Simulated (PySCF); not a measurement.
# Protonated Nitrous Oxide (HN2O+): electronic excitations and core binding energies

Aim: predict the electronic excitations and core binding energies of Protonated Nitrous Oxide (HN2O+) (`N#[N+]O`).

Programs: PySCF 2.14.0, with density-fitted response routines of our own. Each step states its level of theory. These are calculated values for one molecule in the gas phase, unless marked as measured. Atoms count from 0, in the outputs and in this text.

### Step 1. The molecule as given

4 atoms, charge 1, multiplicity 1; geometry from: GFN2-xTB.

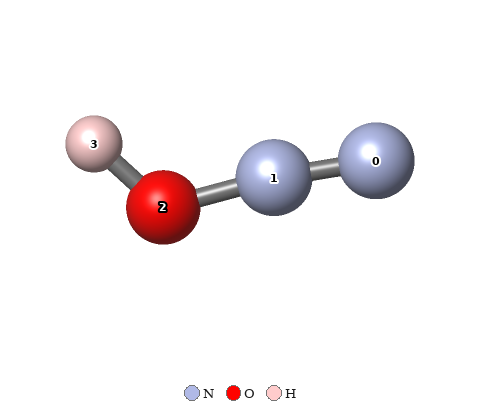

The starting geometry (nitrogen light blue, oxygen red, hydrogen pink), atoms numbered.

### Step 2. Ultraviolet spectrum: B3LYP/def2-SVPD

What the job is given:

```
{"job": {"kind": "uv", "xc": "B3LYP", "basis": "def2-SVPD", "nstates": 8, "ntriplets": 3}, "charge": 1, "multiplicity": 1}
N      1.574269    -0.113300    -0.278960
N      0.490096    -0.091817    -0.167481
O     -0.697129    -0.143153     0.049597
H     -1.357002     0.353042    -0.497650
```

Method: TDDFT B3LYP/def2-SVPD, vertical, gas phase, core orbitals frozen in the response.

**Question.** This job is followed by: delta-SCF UKS SCAN, pcX-2 on the ionised atom, pcseg-1 elsewhere, spin-free X2C. Predict these results of the whole session: lowest singlet (B3LYP/def2-SVPD); brightest single state of those computed; lowest triplet; N1s binding energies, SCAN/pcX-2; O1s binding energies, SCAN/pcX-2.

The runs gave:

```
                                quantity                         value
        lowest singlet (B3LYP/def2-SVPD)   7.38 eV (168 nm), f = 0.000
brightest single state of those computed  state 8, 11.75 eV, f = 0.270
                          lowest triplet                       6.71 eV
        N1s binding energies, SCAN/pcX-2       N1 421.20, N0 418.16 eV
        O1s binding energies, SCAN/pcX-2                  O2 551.94 eV
```

**Reading.** The first singlet state (HOMO→LUMO 0.98) lies at 7.38 eV and is dark; of the 8 states computed, the strongest absorption comes from state 8 at 11.75 eV (the last computed, so partners may be missing). The lowest triplet lies 0.68 eV below the lowest singlet (triplets in Tamm-Dancoff, singlets in full TDDFT). N1 (nitrogen bonded to N, O) binds its N1s electron 3.03 eV more tightly than N0 (nitrogen bonded to N).
